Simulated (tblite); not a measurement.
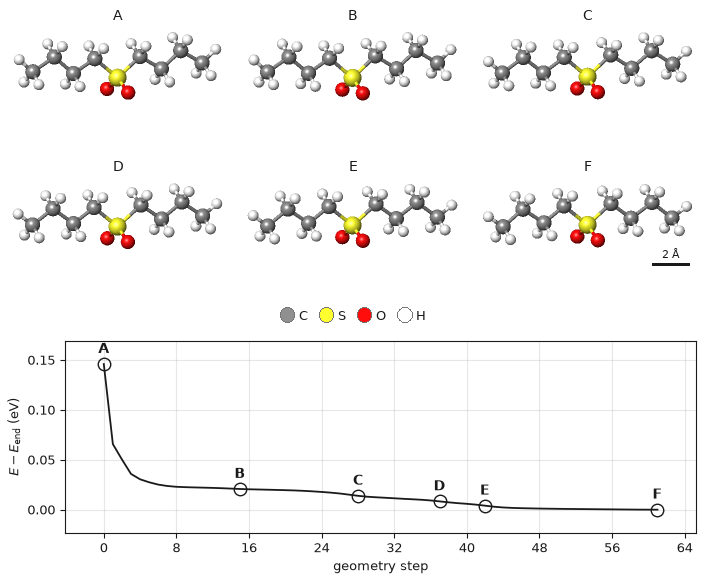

Frames of a relaxation of C₈H₁₈O₂S, marked on the history of the run. The picture is a ball-and-stick view, seen at a tilt.

The calculation used tblite, GFN2-xTB geometry optimisation, gas phase. 

Question: What happens along the run?

Answer: The largest move after the best rigid fit is that of an H atom, 0.35 Å. By element the largest moves are H 0.35 Å, C 0.23 Å, S 0.21 Å, O 0.19 Å. Near-neighbour distances that change, for instance: C–S 1.775 → 1.826 Å, C–H 1.116 → 1.092 Å, C–C 1.503 → 1.523 Å, O–S 1.458 → 1.438 Å. Bond angles that change, for instance: S–C–C 111.9° → 107.4°, O–S–O 120.4° → 117.3°, H–C–H 107.8° → 110.8°. After 61 geometry steps the energy has fallen by 0.146 eV. From step 0 to 15: an O atom moves most (0.05 Å), energy −0.125 eV. From step 15 to 28: H atoms move most (0.09 Å), energy −0.007 eV. From step 28 to 37: H atoms move most (0.08 Å), energy −0.006 eV. From step 37 to 42: an H atom moves most (0.09 Å), energy −0.004 eV. From step 42 to 61: H atoms move most (0.07 Å), energy −0.004 eV.

```csv
step,"E − E(0), eV"
0,0.0000
1,-0.0802
2,-0.0956
3,-0.1101
4,-0.1155
5,-0.1185
6,-0.1208
7,-0.1222
8,-0.1230
9,-0.1234
10,-0.1237
13,-0.1244
15,-0.1252
18,-0.1259
21,-0.1267
23,-0.1276
26,-0.1297
29,-0.1329
31,-0.1340
34,-0.1355
37,-0.1376
40,-0.1401
42,-0.1419
45,-0.1442
48,-0.1448
50,-0.1451
53,-0.1454
56,-0.1456
58,-0.1458
61,-0.1459
```
